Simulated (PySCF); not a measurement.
Run report: C3H11PSi2, NMR shielding calculation

The run: NMR shielding calculation of C3H11PSi2, SMILES C=C(C)[SiH2]P[SiH3]. Method and program: GIAO CAM-B3LYP/pcSseg-1 NMR shielding, non-relativistic, gas phase (PySCF 2.14.0).

The geometry comes from this level: GFN2-xTB. It belongs to a series of runs on one base structure; here: CAM-B3LYP/pcSseg-1; grid level 3. Figures and captions count atoms from 1; the log counts them from 0 in places.

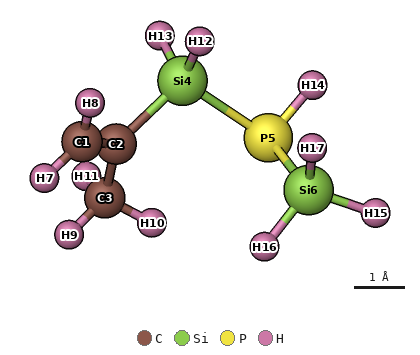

The structure as given in the input (ball-and-stick view, seen at a tilt; atoms are numbered from 1 in the order of the input). Bond lengths as drawn: C–C 1.33 to 1.50 Å, C–H 1.08 to 1.09 Å, C–Si 1.89 Å, H–P 1.38 Å, H–Si 1.46 to 1.47 Å and P–Si 2.23 to 2.24 Å.

### The input
```
{"job": {"kind": "nmr", "xc": "CAM-B3LYP", "basis": "pcSseg-1", "pop": true, "grid": 3}, "charge": 0, "multiplicity": 1}
C     -1.931050     0.095020     1.387459
C     -1.304626    -0.307243     0.290762
C     -1.091221    -1.758710    -0.006699
Si    -0.610899     0.907354    -0.979833
P      1.412186     0.141612    -1.562179
Si     2.606938     0.534938     0.277672
H     -2.320461    -0.601534     2.115562
H     -2.088005     1.138391     1.602099
H     -1.440206    -2.391910     0.807160
H     -0.030176    -1.950329    -0.176972
H     -1.619984    -2.034747    -0.918735
H     -0.596827     2.265953    -0.420014
H     -1.412689     0.903184    -2.210839
H      1.794010     1.288636    -2.224778
H      4.015579     0.447362    -0.105198
H      2.262589    -0.513071     1.237611
H      2.347846     1.847123     0.877013
```

The first line tells a small driver script what to run in PySCF; the rest is the geometry in Å.

Hardware: 1 CPU thread, shared host.

Launched with:
```bash
OMP_NUM_THREADS=1 python <driver script> task.json out
```

### Output
```
coarse grid: 14952 points
cycle   1  E = -1041.0826579240  dE =  3.404e-01  |g| = 3.148e-01  |ddm| = 3.609e+00
cycle   2  E = -1041.0999045060  dE = -1.725e-02  |g| = 2.318e-01  |ddm| = 5.548e-01
cycle   3  E = -1041.1136374858  dE = -1.373e-02  |g| = 3.054e-02  |ddm| = 2.441e-01
cycle   4  E = -1041.1139086929  dE = -2.712e-04  |g| = 1.210e-02  |ddm| = 5.011e-02
cycle   5  E = -1041.1139448730  dE = -3.618e-05  |g| = 4.573e-03  |ddm| = 1.673e-02
cycle   6  E = -1041.1139497019  dE = -4.829e-06  |g| = 1.192e-03  |ddm| = 4.730e-03
final grid: 207784 points
cycle   7  E = -1041.1529134014  dE = -1.723e-05  |g| = 3.571e-03  |ddm| = 1.306e-02
cycle   8  E = -1041.1529141696  dE = -7.682e-07  |g| = 3.079e-03  |ddm| = 5.249e-03
cycle   9  E = -1041.1529164526  dE = -2.283e-06  |g| = 3.338e-04  |ddm| = 2.417e-03
cycle  10  E = -1041.1529164755  dE = -2.286e-08  |g| = 1.294e-04  |ddm| = 4.047e-04
cycle  11  E = -1041.1529164796  dE = -4.127e-09  |g| = 3.623e-05  |ddm| = 1.484e-04
cycle  12  E = -1041.1529164799  dE = -3.220e-10  |g| = 4.290e-06  |ddm| = 4.061e-05
```

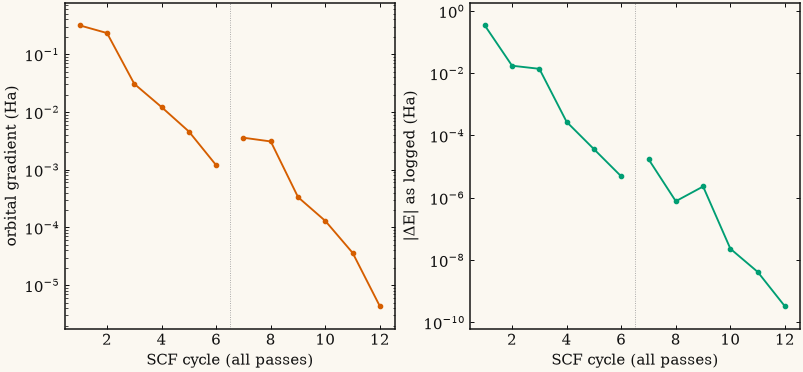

Convergence of the self-consistent field: orbital gradient and size of the energy change against the SCF cycle. The dotted line marks the change from a coarse to the final integration grid. The first 6 cycles use a coarse grid, the final grid takes over at cycle 7, and the field converges after 12 cycles in all.

```
converged SCF energy = -1041.1529164799

GIAO shielding tensors (ppm)
atom      isotropic    diamagn.    paramagn.     s11        s22        s33       span
  0 C       47.492     252.186    -204.693    -72.194     71.078    143.593    215.787
  1 C       33.145     264.162    -231.017    -86.734     11.025    175.143    261.877
  2 C      158.143     247.023     -88.880    146.071    147.328    181.031     34.960
  3 Si     380.455     882.162    -501.707    328.472    391.880    421.014     92.542
  4 P      637.417     970.239    -332.822    568.132    603.381    740.740    172.607
  5 Si     423.689     880.330    -456.641    384.703    428.815    457.548     72.844
  6 H       25.782      30.942      -5.160     22.197     25.219     29.930      7.732
  7 H       26.117      32.058      -5.942     22.627     24.783     30.940      8.312
  8 H       29.869      30.482      -0.614     26.347     27.995     35.263      8.916
  9 H       29.693      32.024      -2.331     24.226     31.222     33.631      9.405
 10 H       29.778      29.162       0.616     26.014     28.034     35.285      9.271
 11 H       27.201      31.508      -4.307     23.672     25.814     32.118      8.446
 12 H       27.067      30.064      -2.996     23.855     24.868     32.479      8.624
 13 H       31.676      31.205       0.472     25.752     27.814     41.464     15.712
 14 H       27.752      28.995      -1.244     23.885     25.292     34.078     10.193
 15 H       28.033      30.699      -2.666     24.188     27.002     32.910      8.722
 16 H       27.796      30.116      -2.321     24.024     26.006     33.357      9.333
```

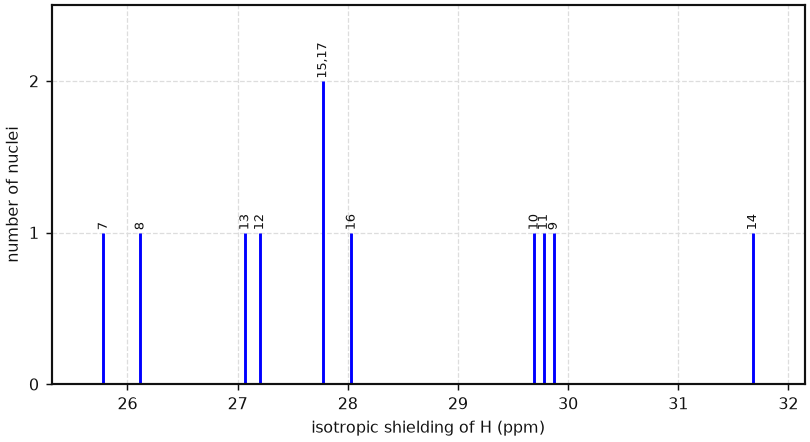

Isotropic shieldings of the hydrogen nuclei in this fixed geometry, labelled by atom number; shielding grows to the right, so chemical shift grows to the left. The least shielded is H7 (25.8 ppm), the most shielded H14 (31.7 ppm).

### Key numbers

```json
{"quantity": "outcome", "value": "converged"}
{"quantity": "total energy", "value": "−1041.152916 hartree"}
{"quantity": "HOMO", "value": "−8.37 eV"}
{"quantity": "LUMO", "value": "0.85 eV"}
{"quantity": "dipole moment", "value": "0.88 D"}
{"quantity": "isotropic shielding, C", "value": "33.1 to 158.1 ppm"}
{"quantity": "isotropic shielding, Si", "value": "380.5 to 423.7 ppm"}
{"quantity": "isotropic shielding, P", "value": "637.4 ppm"}
{"quantity": "isotropic shielding, H", "value": "25.8 to 31.7 ppm"}
{"quantity": "wall time", "value": "61 s"}
{"quantity": "peak memory", "value": "0.93 GiB"}
```

### Notes

Settings chosen away from the usual ones: CAM-B3LYP/pcSseg-1; grid level 3.
